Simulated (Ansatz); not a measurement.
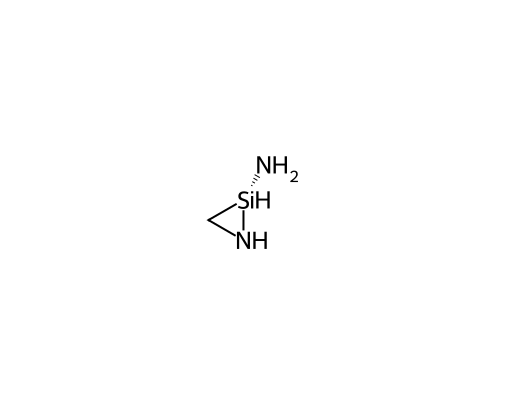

(Drawn from a calculation with Ansatz.)

2D structure.

Q: Write the SMILES.

A: N[Si@H]1CN1

Q: What is the molecular formula?

A: CH6N2Si.

Q: An optimisation with PBE0-D4/def2-TZVP gave a structure of which point group?

A: C1.
